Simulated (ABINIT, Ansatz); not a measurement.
**SiC (P6_3mc): G0W0 on several meshes in ABINIT**

How does the mesh move the gap of SiC (P6_3mc)?

Calculated with ABINIT 10.8.3; PBE and many-body steps on it, plane waves.

## (1) The starting structure

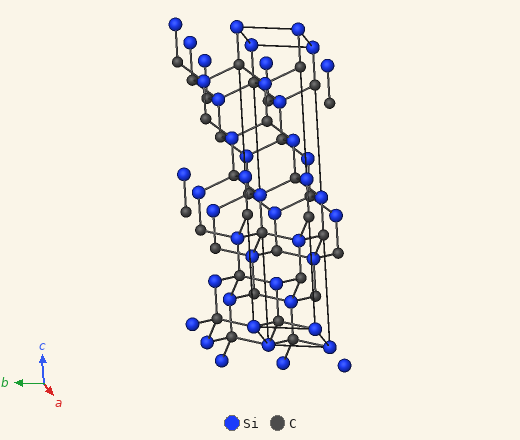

The starting structure, seen from a free direction (silicon blue, carbon dark grey). 2×2×1 cells are drawn. Bonds to atoms that aren't drawn are left out. Some periodic images of atoms are drawn too.

The cell and positions are those that the Materials Project relaxed with its own functionals (PBE, PBE+U or r2SCAN), kept fixed.

## (2) Empty states on the mesh, 6×6×1 mesh, 898 bands

This step: ABINIT 10.8.3; DFT, PBE, plane waves, norm-conserving pseudopotentials.

The sums over transitions need many empty states on a uniform mesh; this step solves for them.

run.abi reads:

```
acell 3*1.0 Angstrom
rprim 
  3.076621010229 -0.000000000007 0.000000000000
  -1.538310505109 2.664431952678 0.000000000000
  0.000000000000 0.000000000000 15.098084320000
ntypat 2
znucl 14 6
natom 12
typat 1 1 1 1 1 1 2 2 2 2 2 2
xred 
  0.333333333333 0.666666666667 0.832986150000
  0.666666666667 0.333333333333 0.332986150000
  0.666666666667 0.333333333333 0.666500600000
  0.333333333333 0.666666666667 0.166500600000
  0.000000000000 0.000000000000 0.499729420000
  0.000000000000 0.000000000000 0.999729420000
  0.000000000000 0.000000000000 0.874366410000
  0.000000000000 0.000000000000 0.374366410000
  0.333333333333 0.666666666667 0.707996780000
  0.666666666667 0.333333333333 0.207996780000
  0.666666666667 0.333333333333 0.541521640000
  0.333333333333 0.666666666667 0.041521640000
pp_dirpath "pseudos"
pseudos "Si.upf, C.upf"
ecut 37
ngkpt 6 6 1
nshiftk 1
shiftk 0 0 0
kptopt 1
chksymbreak 0
iscf -2
irdden 1
istwfk *1
nband 898
nbdbuf 80
tolwfr 1e-09
nstep 60
prtvol 0
indata_prefix "in"
outdata_prefix "out"
tmpdata_prefix "tmp"
```

On the command line:

```bash
OMP_NUM_THREADS=1 mpirun -n 16 abinit run.abi > log
```

Numbers of over 12 decimals in the logs are rounded to 6 here.

What it wrote:

```text
.Version 10.8.3 of ABINIT. v10.8.2 released Aug 2026.

 Symmetries : space group P6_3 m c (#186); Bravais hP (primitive hexag.)
[... echo of the input left out ...]
== DATASET  1 ==================================================================
-   mpi_nproc: 16, omp_nthreads: 1 (-1 if OMP is not activated)
-    --> not optimal distribution: autoparal keyword recommended in input file <--

--- !DatasetInfo
iteration_state: {dtset: 1, }
dimensions: {natom: 12, nkpt: 7, mband: 898, nsppol: 1, nspinor: 1, nspden: 1, mpw: 9054, }
cutoff_energies: {ecut:  37.0, pawecutdg:  -1.0, }
[...]
7.32284    7.32296    7.34936    7.35951    7.36509    7.36592    7.38991    7.39335
   7.40015    7.40174    7.40942    7.41539    7.43007    7.43567    7.43975    7.44490
   7.44878    7.45791
 prteigrs : prtvol=0 or 1, do not print more k-points.

== END DATASET(S) ==============================================================
================================================================================

 -outvars: echo values of variables after computation  --------
            nband         898
             nkpt           7
          spgroup         186
 [... the other variables as echoed above ...]

 Calculation completed.
```

Run time: 21 min. Hardware: 16 MPI ranks of AMD EPYC 7R43, shared host; peak memory 2.5 GiB; 5.7 h of CPU time.

This step gave:

```
gap                                                           : 2.027 eV
k of the valence top                                          : 0, 0, 0
k of the conduction bottom                                    : 0.5, 0, 0
least direct gap                                              : 3.130 eV
k points computed                                             : 7
lowest point of the top converged band, above the valence top : 181.4774 eV
```

On this mesh the gap is 2.027 eV.

The density comes from a self-consistent run that is not shown.

## (3) Screening, 6×6×1 mesh, 348 bands, screening to 176.9 eV

The RPA dielectric matrix is built and inverted for each q.

This step: RPA screening on PBE, plane waves, norm-conserving pseudopotentials.

run.abi, as its differences from that of step 2:

```diff
@@ -30,10 +30,11 @@
 chksymbreak 0
-iscf -2
-irdden 1
 istwfk *1
-nband 898
-nbdbuf 80
-tolwfr 1e-09
-nstep 60
-prtvol 0
+occopt 1
+irdwfk 1
+optdriver 3
+nband 348
+ecuteps 6.5
+inclvkb 2
+awtr 1
+symchi 1
 indata_prefix "in"
```

What it wrote:

```text
.Version 10.8.3 of ABINIT. v10.8.2 released Aug 2026.

 Symmetries : space group P6_3 m c (#186); Bravais hP (primitive hexag.)
[... echo of the input left out ...]
== DATASET  1 ==================================================================
-   mpi_nproc: 16, omp_nthreads: 1 (-1 if OMP is not activated)

--- !DatasetInfo
iteration_state: {dtset: 1, }
dimensions: {natom: 12, nkpt: 7, mband: 348, nsppol: 1, nspinor: 1, nspden: 1, mpw: 9054, }
cutoff_energies: {ecut:  37.0, pawecutdg:  -1.0, }
electrons: {nelect:   4.80000000E+01, charge:   0.00000000E+00, occopt:   1.00000000E+00, tsmear:   1.00000000E-02, }

 SCREENING: Calculation of the susceptibility and dielectric matrices

 Based on a program developped by R.W. Godby, V. Olevano, G. Onida, and L. Reining.
 Incorporated in ABINIT by V. Olevano, G.-M. Rignanese, and M. Torrent.
.Using double precision arithmetic ; gwpc =  8

[... cell and pseudopotentials left out ...]
--------------------------------------------------------------------------------

 ==== K-mesh for the wavefunctions ====
 Number of points in the irreducible wedge :     7
[... list of points left out ...]
 Together with 12 symmetry operations and time-reversal symmetry
 yields    36 points in the full Brillouin Zone.

 ==== Q-mesh for the screening function ====
 Number of points in the irreducible wedge :     7
[... list of points left out ...]
 Together with 12 symmetry operations and time-reversal symmetry
 yields    36 points in the full Brillouin Zone.

 setmesh: FFT mesh size selected  =    20x   20x  120
          total number of points  =        48000

 vcoul_init : cutoff-mode = AUXILIARY_FUNCTION
 q-points for optical limit:   1
     1)      0.000010    0.000020    0.000030

- screening: taking advantage of time-reversal symmetry
- Maximum band index for partially occupied states nbvw = 24
- Remaining bands to be divided among processors   nbcw = 324
- Number of bands treated by each node ~20

 Number of electrons calculated from density =   48.0000; Expected =   48.0000
 average of density, n =  0.057470
 r_s =    1.6075
 omega_plasma =   23.1248 [eV]

 calculating chi0 at frequencies [eV] :
  1    0.000000E+00    0.000000E+00
  2    0.000000E+00    2.312478E+01

--------------------------------------------------------------------------------
  q-point number  1        q = ( 0.000000, 0.000000, 0.000000) [r.l.u.]
--------------------------------------------------------------------------------
[... chi0 elements left out ...]
 For q-point:  0.000010 0.000020 0.000030
  dielectric constant =   6.9587
  dielectric constant without local fields =   7.6139

  Average fulfillment of the sum rule on Im[epsilon] for q-point    1 :     91.26  [%]
[... wings left out ...]
  q-point number  2        q = ( 0.166667, 0.000000, 0.000000) [r.l.u.]
--------------------------------------------------------------------------------
[... chi0 elements left out ...]
  Average fulfillment of the sum rule on Im[epsilon] for q-point    2 :     91.36  [%]

 [... 5 further q-points ...]
```

The job ended after 2 min (16 MPI ranks; peak memory 7.5 GiB).

Numbers from this step:

* ε∞ with local fields, on this mesh, along the program's q direction: 6.959
* the same without local fields: 7.614
* plasma frequency: 23.12 eV
* plane waves in the screening matrix: 675

Local fields lower ε∞ by 9 %. On a Γ-centred mesh this coarse the value itself is usually too large, while a short band sum pulls it down.

## (4) 6×6×1

The self-energy is evaluated for the states that the input lists, and the levels follow from it, in one-shot runs by the linearised quasiparticle equation.

This step: G0W0 on PBE, plane waves, norm-conserving pseudopotentials.

run.abi, as its differences from that of step 3:

```diff
@@ -33,8 +33,17 @@
 irdwfk 1
-optdriver 3
+optdriver 4
 nband 348
+gwcalctyp 0
+ecutsigx 37
+symsigma 1
+nkptgw 2
+kptgw 
+  0.0000000000 0.0000000000 0.0000000000
+  0.5000000000 0.0000000000 0.0000000000
+bdgw 
+  23 26
+  23 26
 ecuteps 6.5
-inclvkb 2
-awtr 1
-symchi 1
+irdscr 1
+ppmodel 1
 indata_prefix "in"
```

What it wrote:

```text
.Version 10.8.3 of ABINIT. v10.8.2 released Aug 2026.

 Symmetries : space group P6_3 m c (#186); Bravais hP (primitive hexag.)
[... echo of the input left out ...]
== DATASET  1 ==================================================================
-   mpi_nproc: 16, omp_nthreads: 1 (-1 if OMP is not activated)

--- !DatasetInfo
iteration_state: {dtset: 1, }
dimensions: {natom: 12, nkpt: 7, mband: 348, nsppol: 1, nspinor: 1, nspden: 1, mpw: 9054, }
cutoff_energies: {ecut:  37.0, pawecutdg:  -1.0, }
electrons: {nelect:   4.80000000E+01, charge:   0.00000000E+00, occopt:   1.00000000E+00, tsmear:   1.00000000E-02, }

 SIGMA: Calculation of the GW corrections

 Based on a program developped by R.W. Godby, V. Olevano, G. Onida, and L. Reining.
 Incorporated in ABINIT by V. Olevano, G.-M. Rignanese, and M. Torrent.
.Using double precision arithmetic ; gwpc =  8

[... cell and pseudopotentials left out ...]
--------------------------------------------------------------------------------

 ==== K-mesh for the wavefunctions ====
 Number of points in the irreducible wedge :     7
[... list of points left out ...]
 Together with 12 symmetry operations and time-reversal symmetry
 yields    36 points in the full Brillouin Zone.

 ==== Q-mesh for screening function ====
 Number of points in the irreducible wedge :     7
[... list of points left out ...]
 Together with 12 symmetry operations and time-reversal symmetry
 yields    36 points in the full Brillouin Zone.

 vcoul_init : cutoff-mode = AUXILIARY_FUNCTION
 q-points for optical limit:   1
     1)      0.000010    0.000020    0.000030
 setmesh: FFT mesh size selected  =    27x   27x  160
          total number of points  =       116640

 Number of electrons calculated from density =   48.0000; Expected =   48.0000
 average of density, n =  0.057470
 r_s =    1.6075
 omega_plasma =   23.1248 [eV]

 === KS Band Gaps ===
  >>>> For spin  1
   Minimum direct gap =   3.1302 [eV], located at k-point      :   0.5000  0.0000  0.0000
   Fundamental gap    =   2.0267 [eV], Top of valence bands at :   0.0000  0.0000  0.0000
                                       Bottom of conduction at :   0.5000  0.0000  0.0000
 SIGMA fundamental parameters:
 PLASMON POLE MODEL  1
 number of plane-waves for SigmaX                 8941
 number of plane-waves for SigmaC and W            675
 number of plane-waves for wavefunctions          8941
 number of bands                                   348
 number of independent spin polarizations            1
 number of spinorial components                      1
 number of k-points in IBZ                           7
 number of q-points in IBZ                           7
 number of symmetry operations                      12
 number of k-points in BZ                           36
 number of q-points in BZ                           36
 number of frequencies for dSigma/dE                 9
 frequency step for dSigma/dE [eV]                0.25
 number of omega for Sigma on real axis              0
 max omega for Sigma on real axis  [eV]           0.00
 zcut for avoiding poles [eV]                     0.10

 EPSILON^-1 parameters (SCR file):
 dimension of the eps^-1 matrix on file            675
 dimension of the eps^-1 matrix used               675
 number of plane-waves for wavefunctions          8941
 number of bands                                   348
 number of q-points in IBZ                           7
 number of frequencies                               2
 number of real frequencies                          1
 number of imag frequencies                          1

 matrix elements of self-energy operator (all in [eV])

 Perturbative Calculation

--- !SelfEnergy_ee
iteration_state: {dtset: 1, }
kpoint     : [   0.000,    0.000,    0.000, ]
spin       : 1
KS_gap     :    5.203
QP_gap     :    6.066
Delta_QP_KS:    0.864
data: !SigmaeeData |
     Band     E0 <VxcDFT>   SigX SigC(E0)      Z dSigC/dE  Sig(E)    E-E0       E
       23   6.915 -14.969 -17.624   2.118   0.793  -0.261 -15.395  -0.426   6.489
       24   6.915 -14.969 -17.624   2.118   0.793  -0.261 -15.395  -0.426   6.489
       25  12.118 -12.157  -6.935  -4.680   0.806  -0.241 -11.720   0.438  12.555
       26  12.288 -12.102  -6.844  -4.723   0.805  -0.242 -11.671   0.431  12.719

--- !SelfEnergy_ee
iteration_state: {dtset: 1, }
kpoint     : [   0.500,    0.000,    0.000, ]
spin       : 1
KS_gap     :    3.130
QP_gap     :    3.960
Delta_QP_KS:    0.830
data: !SigmaeeData |
     Band     E0 <VxcDFT>   SigX SigC(E0)      Z dSigC/dE  Sig(E)    E-E0       E
       23   5.248 -13.924 -17.012   2.318   0.791  -0.264 -14.533  -0.609   4.640
       24   5.811 -14.516 -17.634   2.396   0.790  -0.266 -15.087  -0.571   5.241
       25   8.942 -10.944  -6.767  -3.860   0.817  -0.224 -10.685   0.259   9.201
       26   9.134 -10.790  -6.503  -3.970   0.818  -0.222 -10.530   0.260   9.394

== END DATASET(S) ==============================================================
================================================================================

 -outvars: echo values of variables after computation  --------
           etotal      0.0000000000E+00
            nband         348
             nkpt           7
          spgroup         186
 [... the other variables as echoed above ...]

 Calculation completed.
```

Wall time 42 s (16 MPI ranks); peak memory 7.1 GiB.

This step gave:

```yaml
g0w0_gap_on_the_points_computed: 2.712 eV
starting_gap_on_the_mesh: 2.027 eV
k_of_the_valence_top: 0, 0, 0
k_of_the_conduction_bottom: 0.5, 0, 0
z_at_the_valence_top: 0.793
z_at_the_conduction_bottom: 0.817
least_direct_g0w0_gap_on_the_computed_points: 3.960 eV
```

The gap on the mesh goes from 2.03 eV to 2.71 eV, a correction of +0.69 eV.

## (5) Empty states on the mesh, 3×3×1 mesh, 382 bands

This step: DFT, PBE, plane waves, norm-conserving pseudopotentials.

run.abi, as its differences from that of step 4:

```diff
@@ -25,3 +25,3 @@
 ecut 37
-ngkpt 6 6 1
+ngkpt 3 3 1
 nshiftk 1
@@ -30,20 +30,10 @@
 chksymbreak 0
+iscf -2
+irdden 1
 istwfk *1
-occopt 1
-irdwfk 1
-optdriver 4
-nband 348
-gwcalctyp 0
-ecutsigx 37
-symsigma 1
-nkptgw 2
-kptgw 
-  0.0000000000 0.0000000000 0.0000000000
-  0.5000000000 0.0000000000 0.0000000000
-bdgw 
-  23 26
-  23 26
-ecuteps 6.5
-irdscr 1
-ppmodel 1
+nband 382
+nbdbuf 34
+tolwfr 1e-09
+nstep 60
+prtvol 0
 indata_prefix "in"
```

What it wrote:

```text
.Version 10.8.3 of ABINIT. v10.8.2 released Aug 2026.

 Symmetries : space group P6_3 m c (#186); Bravais hP (primitive hexag.)
[... echo of the input left out ...]
== DATASET  1 ==================================================================
-   mpi_nproc: 16, omp_nthreads: 1 (-1 if OMP is not activated)
-    --> not optimal distribution: autoparal keyword recommended in input file <--

--- !DatasetInfo
iteration_state: {dtset: 1, }
dimensions: {natom: 12, nkpt: 3, mband: 382, nsppol: 1, nspinor: 1, nspden: 1, mpw: 9054, }
cutoff_energies: {ecut:  37.0, pawecutdg:  -1.0, }
[...]
3.89055    3.89055    3.90973    3.95699    3.95800    3.95801    3.96805    3.96806
   3.98300    3.99540    3.99547    4.00923    4.01065    4.01155    4.01991    4.02140
   4.02213    4.02460    4.02798    4.05108    4.05360    4.06052
 prteigrs : prtvol=0 or 1, do not print more k-points.

== END DATASET(S) ==============================================================
================================================================================

 -outvars: echo values of variables after computation  --------
            nband         382
             nkpt           3
          spgroup         186
 [... the other variables as echoed above ...]

 Calculation completed.
```

It took 4.4 min on 16 MPI ranks; peak memory 1.4 GiB; 70 min of CPU time.

This step gave:

```yaml
gap: 2.828 eV
k_of_the_valence_top: 0, 0, 0
k_of_the_conduction_bottom: 0.3333, 0, 0
least_direct_gap: 3.654 eV
k_points_computed: 3
lowest_point_of_the_top_converged_band_above_the_valence_top: 95.3060 eV
```

On this mesh the gap is 2.828 eV.

## (6) Screening, 3×3×1 mesh, 348 bands, screening to 176.9 eV

This step: RPA screening on PBE, plane waves, norm-conserving pseudopotentials.

run.abi, as its differences from that of step 5:

```diff
@@ -30,10 +30,11 @@
 chksymbreak 0
-iscf -2
-irdden 1
 istwfk *1
-nband 382
-nbdbuf 34
-tolwfr 1e-09
-nstep 60
-prtvol 0
+occopt 1
+irdwfk 1
+optdriver 3
+nband 348
+ecuteps 6.5
+inclvkb 2
+awtr 1
+symchi 1
 indata_prefix "in"
```

What it wrote:

```text
.Version 10.8.3 of ABINIT. v10.8.2 released Aug 2026.

 Symmetries : space group P6_3 m c (#186); Bravais hP (primitive hexag.)
[... echo of the input left out ...]
== DATASET  1 ==================================================================
-   mpi_nproc: 16, omp_nthreads: 1 (-1 if OMP is not activated)

--- !DatasetInfo
iteration_state: {dtset: 1, }
dimensions: {natom: 12, nkpt: 3, mband: 348, nsppol: 1, nspinor: 1, nspden: 1, mpw: 9054, }
cutoff_energies: {ecut:  37.0, pawecutdg:  -1.0, }
electrons: {nelect:   4.80000000E+01, charge:   0.00000000E+00, occopt:   1.00000000E+00, tsmear:   1.00000000E-02, }

 SCREENING: Calculation of the susceptibility and dielectric matrices

 Based on a program developped by R.W. Godby, V. Olevano, G. Onida, and L. Reining.
 Incorporated in ABINIT by V. Olevano, G.-M. Rignanese, and M. Torrent.
.Using double precision arithmetic ; gwpc =  8

[... cell and pseudopotentials left out ...]
--------------------------------------------------------------------------------

 ==== K-mesh for the wavefunctions ====
 Number of points in the irreducible wedge :     3
[... list of points left out ...]
 Together with 12 symmetry operations and time-reversal symmetry
 yields     9 points in the full Brillouin Zone.

 ==== Q-mesh for the screening function ====
 Number of points in the irreducible wedge :     3
[... list of points left out ...]
 Together with 12 symmetry operations and time-reversal symmetry
 yields     9 points in the full Brillouin Zone.

 setmesh: FFT mesh size selected  =    20x   20x  120
          total number of points  =        48000

 vcoul_init : cutoff-mode = AUXILIARY_FUNCTION
 q-points for optical limit:   1
     1)      0.000010    0.000020    0.000030

- screening: taking advantage of time-reversal symmetry
- Maximum band index for partially occupied states nbvw = 24
- Remaining bands to be divided among processors   nbcw = 324
- Number of bands treated by each node ~20

 Number of electrons calculated from density =   48.0000; Expected =   48.0000
 average of density, n =  0.057470
 r_s =    1.6075
 omega_plasma =   23.1248 [eV]

 calculating chi0 at frequencies [eV] :
  1    0.000000E+00    0.000000E+00
  2    0.000000E+00    2.312478E+01

--------------------------------------------------------------------------------
  q-point number  1        q = ( 0.000000, 0.000000, 0.000000) [r.l.u.]
--------------------------------------------------------------------------------
[... chi0 elements left out ...]
 For q-point:  0.000010 0.000020 0.000030
  dielectric constant =   9.7687
  dielectric constant without local fields =  10.6842

  Average fulfillment of the sum rule on Im[epsilon] for q-point    1 :     91.25  [%]
[... wings left out ...]
  q-point number  2        q = ( 0.333333, 0.000000, 0.000000) [r.l.u.]
--------------------------------------------------------------------------------
[... chi0 elements left out ...]
  Average fulfillment of the sum rule on Im[epsilon] for q-point    2 :     88.87  [%]

 [... 1 further q-points ...]
```

Elapsed: 31 s, on 16 MPI ranks; peak memory 4.8 GiB.

This step gave:

| Quantity | Value |
| --- | --- |
| ε∞ with local fields, on this mesh, along the program's q direction | 9.769 |
| the same without local fields | 10.68 |
| plasma frequency | 23.12 eV |
| plane waves in the screening matrix | 675 |

[end of part 1 of 2]

[Paths, hosts, dates, memory and timing lines, banners, echoed tables and standing remarks are left out of the program output.]

[Logs are printed without paths, hosts, clocks, repeated set-up lines and the standing remarks that a program may print on its own settings, such as how far it seeks lower states.]

[Runs of the session that timed out or met a known fault of the program may be left out.]

[Hosts, paths, dates, database ids (printed as entryN), source tags and the programs' standing remarks are cut or masked in the printed files.]

[G0W0 gaps are taken among the corrected bands and points alone; a level outside them can change the order at an edge.]

[Where Ansatz stands beside ABINIT at settings called matched, ABINIT's density can come from a denser mesh and the files from another edition; pairs whose starting gaps differed by over 0.03 eV were left out, so agreement reads better than it is.]
